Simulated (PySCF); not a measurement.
# C₆H₁₄ClFSi: what the fields show

| atom | x (Å) | y (Å) | z (Å) |
| --- | --- | --- | --- |
| C | -1.6273 | 0.9087 | -0.8545 |
| C | -0.8850 | 0.3316 | 0.3496 |
| C | -1.7321 | -0.7966 | 0.9482 |
| C | 0.5733 | -0.0607 | 0.0048 |
| Si | 1.6980 | 1.5167 | -0.0123 |
| C | 1.1478 | -0.9651 | 1.0920 |
| F | 2.5252 | -0.9875 | 0.9962 |
| C | 0.7577 | -0.7379 | -1.3422 |
| Cl | -0.1568 | -2.2673 | -1.5554 |
| H | -2.5764 | 1.3302 | -0.5304 |
| H | -1.0560 | 1.6975 | -1.3368 |
| H | -1.8402 | 0.1295 | -1.5818 |
| H | -0.8208 | 1.1202 | 1.1122 |
| H | -2.7323 | -0.4180 | 1.1507 |
| H | -1.3184 | -1.1602 | 1.8848 |
| H | -1.8206 | -1.6306 | 0.2595 |
| H | 1.8073 | 1.9650 | 1.3736 |
| H | 2.9982 | 1.1909 | -0.5841 |
| H | 1.0589 | 2.5555 | -0.8201 |
| H | 0.8148 | -2.0030 | 0.9990 |
| H | 0.9222 | -0.5835 | 2.0917 |
| H | 0.4536 | -0.0924 | -2.1636 |
| H | 1.8040 | -1.0161 | -1.4710 |

Geometry: GFN2-xTB.

All numbers below come from PBE0/pcSseg-1, SCF density, gas phase, non-relativistic in PySCF 2.14.0.

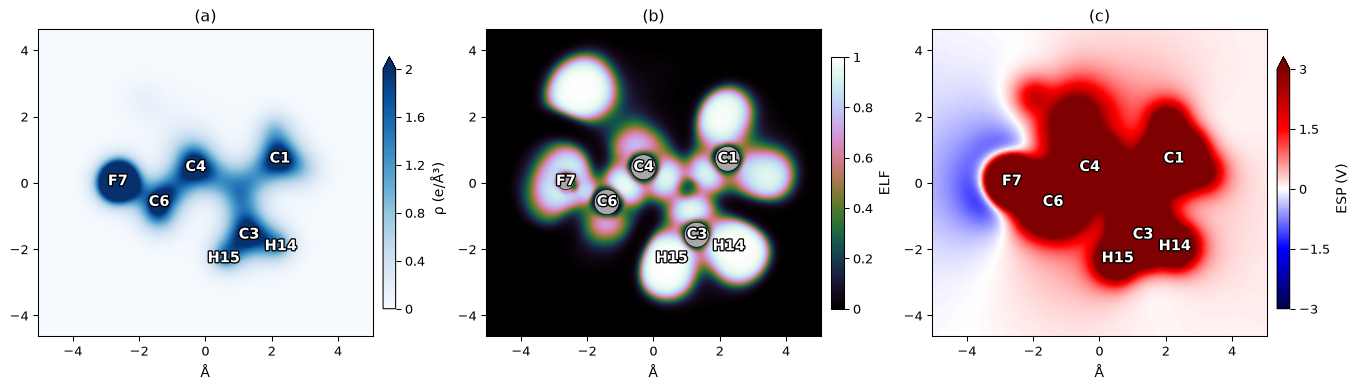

Figure 1. (a) total electron density; (b) ELF; (c) molecular electrostatic potential on the plane of atoms C4, C6 and F7. Grey discs cover the atomic cores in the ELF map.

Question: What do the fields say about this system?

Answer: The plane passes through C, F and H nuclei. C–F (1.38 Å): the density is about 2.1 e/Å³ at the midpoint, with its minimum of 1.6 e/Å³ about 0.5 Å from C; the ELF peaks at about 0.85 between the atoms: a shared but strongly polarised pair. C–C (1.53 Å): ρ is about 1.7 e/Å³ halfway; the ELF peaks at about 0.95 between the atoms, as expected for a covalent bond. C–H (1.09 Å): ρ is about 2 e/Å³ halfway; the ELF climbs to about 1 towards the hydrogen, as it does in any bond to H: a covalent bond by its length. The ELF also peaks beside F7, away from the bonds: lone-pair regions. Outside the dense part of the molecule the potential is most negative (−1.1 V) near F7.

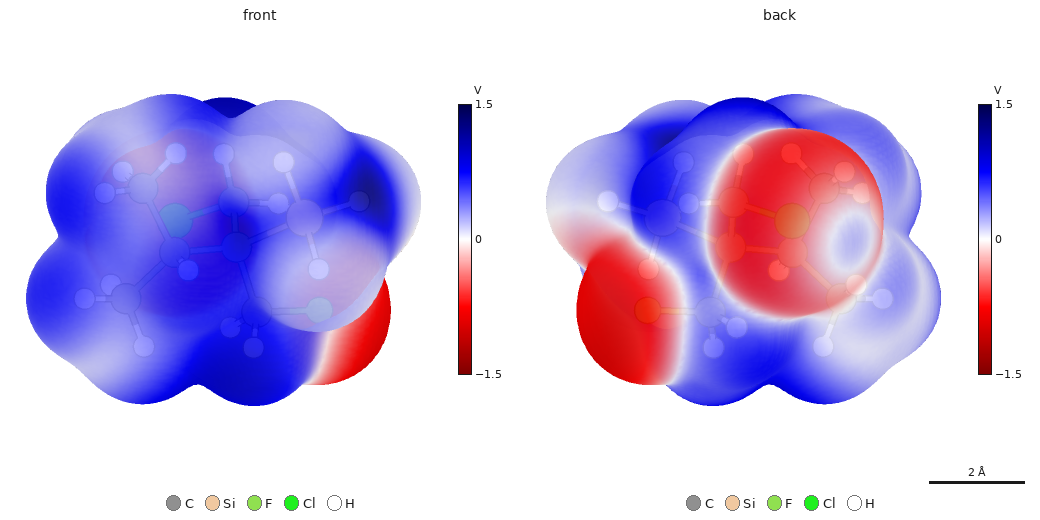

Figure 2. The electrostatic potential painted on the density surface at 0.002 e/bohr³, seen from the front and from behind; red is negative and blue positive.

Question: Describe the electrostatic potential map.

Answer: The most negative region (about −1.0 V) lies over F7, the most positive (about +1.2 V) over Si5. Cl9 shows a σ-hole: about +0.1 V at the tip opposite its bond, against about −0.3 V on its flanks.

Question: What dipole moment does the calculation give?

Answer: Its dipole moment is 1.95 D.
